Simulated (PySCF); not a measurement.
The calculation's input:

```
{"job": {"kind": "nmr", "xc": "PBE0", "basis": "pcSseg-1", "pop": false}, "charge": 0, "multiplicity": 1}
C      0.017000    -1.854900    -0.812800
C     -0.419300    -0.296400    -0.902500
F     -0.220400     0.442100    -1.970400
C      0.315100     0.536800     0.288700
N      0.077500     1.848100     0.377700
O      1.037800     0.032900     1.139800
C     -1.863600    -0.117900    -0.607000
F     -2.101600    -0.333700     0.761600
F     -2.287100     1.126500    -0.817400
F     -2.596800    -1.044200    -1.348700
H      1.008700    -2.088200    -1.291500
H     -0.002900    -2.038100     0.211100
H     -0.698900    -2.452600    -1.382800
H     -0.419400     2.487800    -0.285400
H      0.705700     2.227400     1.099600
```

Launched as:

```sh
OMP_NUM_THREADS=1 python probes_run.py task.json out
```

Geometry: GFN2-xTB, MD frame at 250 fs, 600 K.

Theory: PBE0/pcSseg-1, SCF density, gas phase, non-relativistic (PySCF 2.14.0).

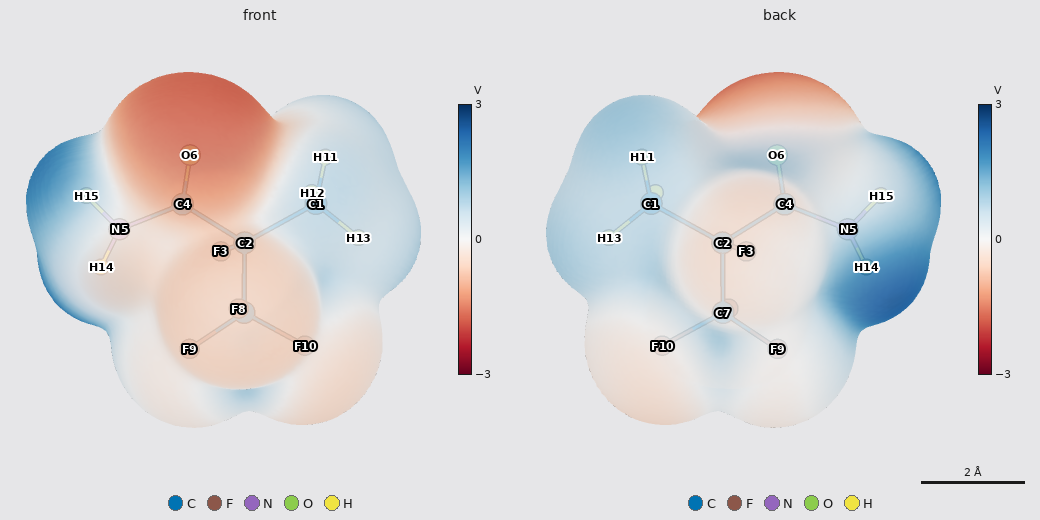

C4H5F4NO (SMILES C[C@](F)(C(N)=O)C(F)(F)F). The molecular electrostatic potential painted on the density surface at 0.002 e/bohr³, seen from the front and from behind; red is negative and blue positive.

> Describe the electrostatic potential map.

The most negative region (about −1.7 V) lies over O6, the most positive (about +2.4 V) over H14. O6 is the likeliest acceptor of a hydrogen bond.

> How polar is the molecule by this calculation?

Its dipole moment is 2.15 D.
